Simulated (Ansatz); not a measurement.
# Rhodium, bcc under r²SCAN: from relaxation to bulk modulus, part 2 of 2

Aim: take rhodium in the bcc structure, relax it, solve it on a dense k-mesh, switch on spin-orbit coupling, then scale the cell to 7 volumes from 88 to 112 % of the relaxed one and try a fit of the equation of state. The k-meshes are 15×15×15 for the relaxation; 24×24×24 for the dense run; 14×14×14 for spin-orbit coupling; 16×16×16 for the volumes.

Ansatz 0.2.0; DFT, r2SCAN, plane waves (500 eV) with PAW, scalar-relativistic. The steps go on from the part before.

## 5. The cell scaled to 88 % of its volume

This is Rh in the bcc structure; at room conditions it is fcc.

File input.yaml:

```yaml
crystal:
  lattice:
    - [-1.4593549118, 1.4593549118, 1.4593549118]
    - [1.4593549118, -1.4593549118, 1.4593549118]
    - [1.4593549118, 1.4593549118, -1.4593549118]
  atoms:
    - { symbol: Rh, position: [0.0, 0.0, 0.0] }
hamiltonian:
  xc: r2scan
  pseudopotentials:
    kind: paw
    azcp:
      Rh: "pseudopotentials/Rh.paw.azcp"
basis:
  ecutwfc: 500
  fft_grid_basis: typed
kpoints:
  mp_grid: { grid: [16, 16, 16], shift: [0, 0, 0] }
magnetization:
  spin_polarized: false
scf:
  occupations: { method: fermi_dirac, width: 0.1 }
  lower_state_search: "off"
output:
  stress: true
```

Run with:

```bash
ansatz run input.yaml --threads 1 --pin off --max-ram 3584MiB --backend cpu --events-out ev --progress --plain --runs-dir out
```

The log of the run, cut to the lines that bear on the results:

```text
[...]
Pseudopotentials: kind: paw
Pseudopotential: Rh, paw, valence charge 17, recommended cutoff 500 eV (meta_gga), <dir>
Functional definition: r2SCAN
[...]
Crystal: 1 atoms, lattice volume = 12.432 Å³
Basis set: ecut = 500 eV, 321 PW (Γ), exchange–correlation on 80×80×80 points (64 copies of the dense FFT grid, shifted against one another)
Bands: 13, of which v1, the nominal top of the filled ones, is band 9 counted from 1 (8 counted from 0)
Symmetry: 48 space group operations
Space group: Im-3m (ITA 229), of the structure as read, at distance tolerance 2.3e-5 Å
k-points: 145 of 4096
[...]
SCF iter   1: F=-6414.726937 eV  HF=-6414.711903 eV  |F-HF|=1.50e-2  |Δ(HF+E_count)|=         —  Δρ=1.02e-2  dr2=3.65e-3  dr2_τ=1.41e-2  ethr=1.77e-3  ⟨swp⟩=5.3  Hψ=11294  notcnv=0
[...]
SCF iter   6: F=-6414.727658 eV  HF=-6414.727658 eV  |F-HF|=6.91e-11  |Δ(HF+E_count)|=   5.32e-7  Δρ=8.61e-6  dr2=4.58e-9  dr2_τ=8.34e-10  ethr=5.88e-10  ⟨swp⟩=4.8  Hψ=6526  notcnv=0
[...]
SCF converged after 6 iterations
Free energy (F): -6414.727658 eV
[...]
E sigma→0 (E₀):  -6414.697267 eV
Entropy (-TS):   -0.060782 eV (-60.782 meV/atom)
Fermi energy:    25.016575 eV
[...]
--- Stress (GPa, compression-positive) ---
       45.066553      -0.000000       0.000000
        0.000000      45.066553      -0.000000
       -0.000000      -0.000000      45.066553
  P = ⅓ Tr σ = 45.0666 GPa (450.666 kbar)
```

It took 5.4 s on 1 thread of Intel Xeon Platinum 8259CL at 2.50GHz (Skylake/Cascade Lake), shared host; peak memory 0.51 GiB.

## 6. The cell scaled to 92 % of its volume

input.yaml: that of step 5 with these lines changed.

```diff
@@ -2,5 +2,5 @@
   lattice:
-    - [-1.4593549118, 1.4593549118, 1.4593549118]
-    - [1.4593549118, -1.4593549118, 1.4593549118]
-    - [1.4593549118, 1.4593549118, -1.4593549118]
+    - [-1.4811395401, 1.4811395401, 1.4811395401]
+    - [1.4811395401, -1.4811395401, 1.4811395401]
+    - [1.4811395401, 1.4811395401, -1.4811395401]
   atoms:
@@ -25 +25,5 @@
   stress: true
+  write_density: true
+  write_potential: true
+  elf: true
+  volumetric_format: npy
```

Run with:

```bash
ansatz run input.yaml --threads 1 --pin off --max-ram 3584MiB --backend cpu --events-out ev --progress --plain --runs-dir out
```

The log of the run, cut to the lines that bear on the results:

```text
[...]
[... 3 set-up lines as earlier in the session ...]
[...]
Crystal: 1 atoms, lattice volume = 12.997 Å³
Basis set: ecut = 500 eV, 321 PW (Γ), exchange–correlation on 80×80×80 points (64 copies of the dense FFT grid, shifted against one another)
Bands: 13, of which v1, the nominal top of the filled ones, is band 9 counted from 1 (8 counted from 0)
[... 2 set-up lines as earlier in the session ...]
k-points: 145 of 4096
[...]
SCF iter   1: F=-6414.851401 eV  HF=-6414.839151 eV  |F-HF|=1.22e-2  |Δ(HF+E_count)|=         —  Δρ=1.00e-2  dr2=3.86e-3  dr2_τ=1.12e-2  ethr=1.77e-3  ⟨swp⟩=5.3  Hψ=11267  notcnv=0
[...]
SCF iter   6: F=-6414.852164 eV  HF=-6414.852164 eV  |F-HF|=5.80e-10  |Δ(HF+E_count)|=   4.48e-7  Δρ=1.37e-5  dr2=1.64e-8  dr2_τ=1.03e-9  ethr=5.88e-10  ⟨swp⟩=9.2  Hψ=13040  notcnv=0
[...]
SCF converged after 6 iterations
Free energy (F): -6414.852164 eV
[...]
E sigma→0 (E₀):  -6414.820076 eV
Entropy (-TS):   -0.064176 eV (-64.176 meV/atom)
Fermi energy:    23.655146 eV
[...]
--- Stress (GPa, compression-positive) ---
       26.292416      -0.000000       0.000000
       -0.000000      26.292416       0.000000
       -0.000000       0.000000      26.292416
  P = ⅓ Tr σ = 26.2924 GPa (262.924 kbar)
--- Band table (eV; the first three rows and the last of 145) ---
  k-point 0: bands = ["-57.2815", "-23.8413", "-23.8413", "-23.8413", "15.3308", "20.3373", "20.3373", "20.3373", "23.0808", "23.0808", "42.8178", "42.8178", "42.8178"]
[...]
```

It took 6.6 s on 1 thread of Intel Xeon Platinum 8259CL at 2.50GHz (Skylake/Cascade Lake), shared host; peak memory 0.51 GiB.

The maps below are laid out on this run's own conventional cell (a, b, c = 2.962, 2.962, 2.962 Å).

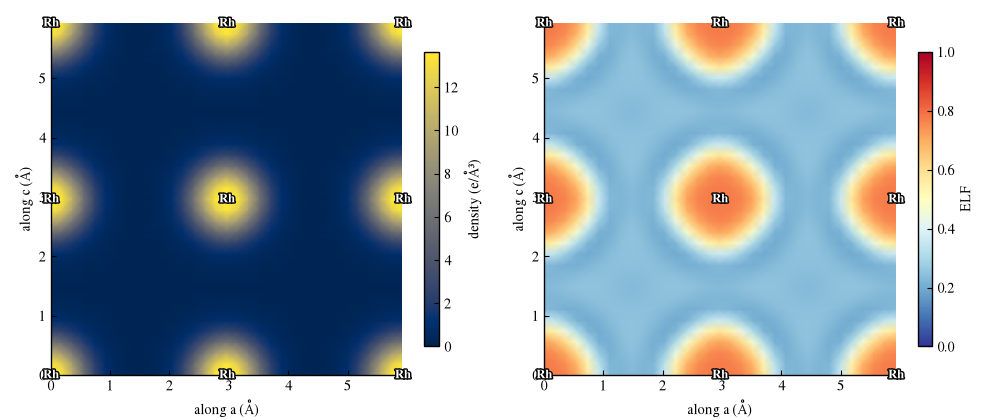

Density (left) and ELF (right) in a lattice plane of the grid's cell (edges 2.96 and 2.96 Å, at 0.000 of the third edge), which holds Rh. Only atoms in the plane are labelled; the density scale stops at 13.64 e/Å³. Both are smooth fields of the valence electrons: close to the nuclei they are not physical.

## 7. The cell scaled to 96 % of its volume

input.yaml: that of step 6 with these lines changed.

```diff
@@ -2,5 +2,5 @@
   lattice:
-    - [-1.4811395401, 1.4811395401, 1.4811395401]
-    - [1.4811395401, -1.4811395401, 1.4811395401]
-    - [1.4811395401, 1.4811395401, -1.4811395401]
+    - [-1.5023015355, 1.5023015355, 1.5023015355]
+    - [1.5023015355, -1.5023015355, 1.5023015355]
+    - [1.5023015355, 1.5023015355, -1.5023015355]
   atoms:
@@ -25,5 +25 @@
   stress: true
-  write_density: true
-  write_potential: true
-  elf: true
-  volumetric_format: npy
```

Run with:

```bash
ansatz run input.yaml --threads 1 --pin off --max-ram 3584MiB --backend cpu --events-out ev --progress --plain --runs-dir out
```

The log of the run, cut to the lines that bear on the results:

```text
[...]
[... 3 set-up lines as earlier in the session ...]
[...]
Crystal: 1 atoms, lattice volume = 13.562 Å³
Basis set: ecut = 500 eV, 369 PW (Γ), exchange–correlation on 80×80×80 points (64 copies of the dense FFT grid, shifted against one another)
Bands: 13, of which v1, the nominal top of the filled ones, is band 9 counted from 1 (8 counted from 0)
[... 2 set-up lines as earlier in the session ...]
k-points: 145 of 4096
[...]
SCF iter   1: F=-6414.917017 eV  HF=-6414.906829 eV  |F-HF|=1.02e-2  |Δ(HF+E_count)|=         —  Δρ=9.82e-3  dr2=4.03e-3  dr2_τ=9.16e-3  ethr=1.77e-3  ⟨swp⟩=5.1  Hψ=11143  notcnv=0
[...]
SCF iter   6: F=-6414.917878 eV  HF=-6414.917878 eV  |F-HF|=5.73e-9  |Δ(HF+E_count)|=   1.24e-6  Δρ=1.92e-5  dr2=1.04e-8  dr2_τ=2.51e-8  ethr=5.88e-10  ⟨swp⟩=3.0  Hψ=7426  notcnv=0
[...]
SCF converged after 6 iterations
Free energy (F): -6414.917878 eV
[...]
E sigma→0 (E₀):  -6414.884085 eV
Entropy (-TS):   -0.067587 eV (-67.587 meV/atom)
Fermi energy:    22.406785 eV
[...]
--- Stress (GPa, compression-positive) ---
       11.569175      -0.000000       0.000000
        0.000000      11.569175      -0.000000
        0.000000       0.000000      11.569175
  P = ⅓ Tr σ = 11.5692 GPa (115.692 kbar)
```

Wall time 5.7 s (1 thread of Intel Xeon Platinum 8259CL at 2.50GHz (Skylake/Cascade Lake), shared host); peak memory 0.51 GiB.

## 8. The cell scaled to 100 % of its volume

input.yaml: that of step 7 with these lines changed.

```diff
@@ -2,5 +2,5 @@
   lattice:
-    - [-1.5023015355, 1.5023015355, 1.5023015355]
-    - [1.5023015355, -1.5023015355, 1.5023015355]
-    - [1.5023015355, 1.5023015355, -1.5023015355]
+    - [-1.5228835662, 1.5228835662, 1.5228835662]
+    - [1.5228835662, -1.5228835662, 1.5228835662]
+    - [1.5228835662, 1.5228835662, -1.5228835662]
   atoms:
```

Run with:

```bash
ansatz run input.yaml --threads 1 --pin off --max-ram 3584MiB --backend cpu --events-out ev --progress --plain --runs-dir out
```

The log of the run, cut to the lines that bear on the results:

```text
[...]
[... 3 set-up lines as earlier in the session ...]
[...]
Crystal: 1 atoms, lattice volume = 14.127 Å³
Basis set: ecut = 500 eV, 369 PW (Γ), exchange–correlation on 80×80×80 points (64 copies of the dense FFT grid, shifted against one another)
Bands: 13, of which v1, the nominal top of the filled ones, is band 9 counted from 1 (8 counted from 0)
[... 2 set-up lines as earlier in the session ...]
k-points: 145 of 4096
[...]
SCF iter   1: F=-6414.936539 eV  HF=-6414.927942 eV  |F-HF|=8.60e-3  |Δ(HF+E_count)|=         —  Δρ=9.65e-3  dr2=4.19e-3  dr2_τ=7.80e-3  ethr=1.77e-3  ⟨swp⟩=5.1  Hψ=11109  notcnv=0
[...]
SCF iter   6: F=-6414.937509 eV  HF=-6414.937509 eV  |F-HF|=2.40e-9  |Δ(HF+E_count)|=   1.70e-6  Δρ=6.37e-6  dr2=2.19e-9  dr2_τ=6.90e-10  ethr=5.88e-10  ⟨swp⟩=4.9  Hψ=6667  notcnv=0
[...]
SCF converged after 6 iterations
Free energy (F): -6414.937509 eV
[...]
E sigma→0 (E₀):  -6414.902004 eV
Entropy (-TS):   -0.071011 eV (-71.011 meV/atom)
Fermi energy:    21.258881 eV
[...]
--- Stress (GPa, compression-positive) ---
        0.031760      -0.000000      -0.000000
        0.000000       0.031760      -0.000000
        0.000000       0.000000       0.031760
  P = ⅓ Tr σ = 0.0318 GPa (0.318 kbar)
```

Wall time 5.7 s (1 thread of Intel Xeon Platinum 8259CL at 2.50GHz (Skylake/Cascade Lake), shared host); peak memory 0.51 GiB.

## 9. The cell scaled to 104 % of its volume

input.yaml: that of step 8 with these lines changed.

```diff
@@ -2,5 +2,5 @@
   lattice:
-    - [-1.5228835662, 1.5228835662, 1.5228835662]
-    - [1.5228835662, -1.5228835662, 1.5228835662]
-    - [1.5228835662, 1.5228835662, -1.5228835662]
+    - [-1.542923806, 1.542923806, 1.542923806]
+    - [1.542923806, -1.542923806, 1.542923806]
+    - [1.542923806, 1.542923806, -1.542923806]
   atoms:
```

Run with:

```bash
ansatz run input.yaml --threads 1 --pin off --max-ram 3584MiB --backend cpu --events-out ev --progress --plain --runs-dir out
```

The log of the run, cut to the lines that bear on the results:

```text
[...]
[... 3 set-up lines as earlier in the session ...]
[...]
Crystal: 1 atoms, lattice volume = 14.692 Å³
Basis set: ecut = 500 eV, 369 PW (Γ), exchange–correlation on 80×80×80 points (64 copies of the dense FFT grid, shifted against one another)
Bands: 13, of which v1, the nominal top of the filled ones, is band 9 counted from 1 (8 counted from 0)
[... 2 set-up lines as earlier in the session ...]
k-points: 145 of 4096
[...]
SCF iter   1: F=-6414.919932 eV  HF=-6414.912562 eV  |F-HF|=7.37e-3  |Δ(HF+E_count)|=         —  Δρ=9.53e-3  dr2=4.47e-3  dr2_τ=6.90e-3  ethr=1.77e-3  ⟨swp⟩=5.1  Hψ=11071  notcnv=0
[...]
SCF iter   6: F=-6414.921059 eV  HF=-6414.921059 eV  |F-HF|=1.41e-8  |Δ(HF+E_count)|=   1.14e-6  Δρ=1.39e-5  dr2=1.92e-8  dr2_τ=2.69e-9  ethr=5.88e-10  ⟨swp⟩=4.8  Hψ=6477  notcnv=0
[...]
SCF converged after 6 iterations
Free energy (F): -6414.921059 eV
[...]
E sigma→0 (E₀):  -6414.883835 eV
Entropy (-TS):   -0.074449 eV (-74.449 meV/atom)
Fermi energy:    20.200131 eV
[...]
--- Stress (GPa, compression-positive) ---
       -8.985809      -0.000000       0.000000
       -0.000000      -8.985809      -0.000000
        0.000000       0.000000      -8.985809
  P = ⅓ Tr σ = -8.9858 GPa (-89.858 kbar)
```

Run time: 5.8 s. Hardware: 1 thread of Intel Xeon Platinum 8259CL at 2.50GHz (Skylake/Cascade Lake), shared host; peak memory 0.52 GiB.

## 10. The cell scaled to 108 % of its volume

input.yaml: that of step 9 with these lines changed.

```diff
@@ -2,5 +2,5 @@
   lattice:
-    - [-1.542923806, 1.542923806, 1.542923806]
-    - [1.542923806, -1.542923806, 1.542923806]
-    - [1.542923806, 1.542923806, -1.542923806]
+    - [-1.5624565607, 1.5624565607, 1.5624565607]
+    - [1.5624565607, -1.5624565607, 1.5624565607]
+    - [1.5624565607, 1.5624565607, -1.5624565607]
   atoms:
```

Run with:

```bash
ansatz run input.yaml --threads 1 --pin off --max-ram 3584MiB --backend cpu --events-out ev --progress --plain --runs-dir out
```

The log of the run, cut to the lines that bear on the results:

```text
[...]
[... 3 set-up lines as earlier in the session ...]
[...]
Crystal: 1 atoms, lattice volume = 15.258 Å³
Basis set: ecut = 500 eV, 381 PW (Γ), exchange–correlation on 80×80×80 points (64 copies of the dense FFT grid, shifted against one another)
Bands: 13, of which v1, the nominal top of the filled ones, is band 9 counted from 1 (8 counted from 0)
[... 1 set-up line as earlier in the session ...]
Space group: Im-3m (ITA 229), of the structure as read, at distance tolerance 2.5e-5 Å
k-points: 145 of 4096
[...]
SCF iter   1: F=-6414.875178 eV  HF=-6414.868846 eV  |F-HF|=6.33e-3  |Δ(HF+E_count)|=         —  Δρ=9.49e-3  dr2=5.01e-3  dr2_τ=6.31e-3  ethr=1.77e-3  ⟨swp⟩=5.1  Hψ=11075  notcnv=0
[...]
SCF iter   6: F=-6414.876474 eV  HF=-6414.876474 eV  |F-HF|=7.76e-9  |Δ(HF+E_count)|=   7.78e-7  Δρ=7.20e-6  dr2=4.56e-9  dr2_τ=1.35e-9  ethr=5.88e-10  ⟨swp⟩=4.6  Hψ=6413  notcnv=0
[...]
SCF converged after 6 iterations
Free energy (F): -6414.876474 eV
[...]
E sigma→0 (E₀):  -6414.837525 eV
Entropy (-TS):   -0.077899 eV (-77.899 meV/atom)
Fermi energy:    19.220835 eV
[...]
--- Stress (GPa, compression-positive) ---
      -16.001359       0.000000      -0.000000
        0.000000     -16.001359      -0.000000
        0.000000      -0.000000     -16.001359
  P = ⅓ Tr σ = -16.0014 GPa (-160.014 kbar)
```

It took 6.3 s on 1 thread of Intel Xeon Platinum 8259CL at 2.50GHz (Skylake/Cascade Lake), shared host; peak memory 0.51 GiB.

## 11. The cell scaled to 112 % of its volume

input.yaml: that of step 10 with these lines changed.

```diff
@@ -2,5 +2,5 @@
   lattice:
-    - [-1.5624565607, 1.5624565607, 1.5624565607]
-    - [1.5624565607, -1.5624565607, 1.5624565607]
-    - [1.5624565607, 1.5624565607, -1.5624565607]
+    - [-1.5815127871, 1.5815127871, 1.5815127871]
+    - [1.5815127871, -1.5815127871, 1.5815127871]
+    - [1.5815127871, 1.5815127871, -1.5815127871]
   atoms:
@@ -25 +25,5 @@
   stress: true
+  write_density: true
+  write_potential: true
+  elf: true
+  volumetric_format: npy
```

Run with:

```bash
ansatz run input.yaml --threads 1 --pin off --max-ram 3584MiB --backend cpu --events-out ev --progress --plain --runs-dir out
```

The log of the run, cut to the lines that bear on the results:

```text
[...]
[... 3 set-up lines as earlier in the session ...]
[...]
Crystal: 1 atoms, lattice volume = 15.823 Å³
Basis set: ecut = 500 eV, 381 PW (Γ), exchange–correlation on 80×80×80 points (64 copies of the dense FFT grid, shifted against one another)
Bands: 13, of which v1, the nominal top of the filled ones, is band 9 counted from 1 (8 counted from 0)
[... 2 set-up lines as earlier in the session ...]
k-points: 145 of 4096
[...]
SCF iter   1: F=-6414.808447 eV  HF=-6414.803058 eV  |F-HF|=5.39e-3  |Δ(HF+E_count)|=         —  Δρ=9.47e-3  dr2=5.73e-3  dr2_τ=5.91e-3  ethr=1.77e-3  ⟨swp⟩=5.2  Hψ=11050  notcnv=0
[...]
SCF iter   6: F=-6414.810058 eV  HF=-6414.810058 eV  |F-HF|=3.81e-9  |Δ(HF+E_count)|=   6.33e-7  Δρ=6.42e-6  dr2=2.06e-9  dr2_τ=1.36e-9  ethr=5.88e-10  ⟨swp⟩=8.9  Hψ=12595  notcnv=0
[...]
SCF converged after 6 iterations
Free energy (F): -6414.810058 eV
[...]
E sigma→0 (E₀):  -6414.769379 eV
Entropy (-TS):   -0.081358 eV (-81.358 meV/atom)
Fermi energy:    18.312941 eV
[...]
--- Stress (GPa, compression-positive) ---
      -21.422126       0.000000      -0.000000
       -0.000000     -21.422126      -0.000000
        0.000000      -0.000000     -21.422126
  P = ⅓ Tr σ = -21.4221 GPa (-214.221 kbar)
--- Band table (eV; the first three rows and the last of 145) ---
  k-point 0: bands = ["-62.1163", "-28.9205", "-28.9205", "-28.9205", "11.3721", "15.8500", "15.8500", "15.8500", "17.9083", "17.9083", "37.2197", "37.2197", "37.2197"]
[...]
```

Run time: 8.9 s. Hardware: 1 thread of Intel Xeon Platinum 8259CL at 2.50GHz (Skylake/Cascade Lake), shared host; peak memory 0.52 GiB.

## 12. The equation of state

All volumes keep the relaxed shape and fractional coordinates.

```csv
V (Å³/atom),E − E₀ (meV/atom),P from the stress (GPa),P from the fit (GPa)
12.432,204.7,45.07,44.67
12.997,81.9,26.29,25.79
13.562,17.9,11.57,11.07
14.127,0.0,0.03,-0.45
14.692,18.2,-8.99,-9.45
15.258,64.5,-16.00,-16.49
15.823,132.6,-21.42,-21.97
```

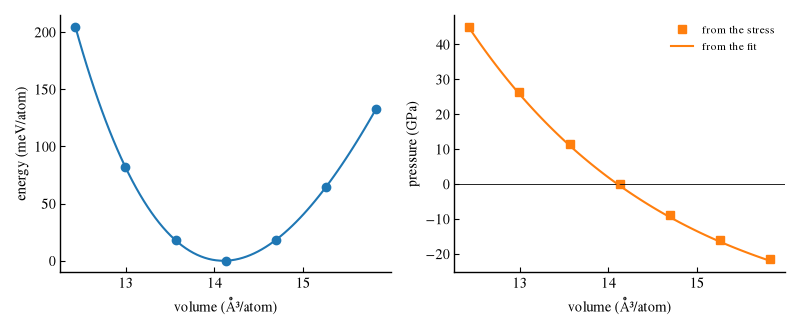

Energy and pressure against volume; the lines are the Birch-Murnaghan fit.

Fit (Birch-Murnaghan, third order): V₀ = 14.103 Å³/atom, B₀ = 256 GPa, B₀′ = 5.1, largest residual 0.05 meV/atom.

Fit and stress differ a little: one follows E(σ → 0), the other the smeared free energy.

## 13. What came out

This closing draws on all 2 parts.

| quantity | value |
| --- | --- |
| space group (spins left aside) | Im-3m (No. 229) |
| conventional cell | a = 3.046 Å |
| volume | 14.127 Å³/atom |
| shortest distance | 2.638 Å |
| gap on the mesh | none (levels filled in part) |
| relative to fcc | +370 meV/atom |
| V₀, B₀, B₀′ | 14.103 Å³/atom, 256 GPa, 5.1 |

In words: The relaxation enlarged the cell by 2.7 % in volume. It lies 370 meV/atom above the element's reference form at the same level (fcc, from a run of its own), so it is far from stable. Levels at the Fermi energy are filled in part, as in a metal. Totals with and without spin-orbit coupling (+6.9 eV/atom apart) can't be read as binding, since the two-component data shift the zero of energy. B₀ comes out at 256 GPa. The symmetry was held, so the structure may be unstable against distortions that break it.
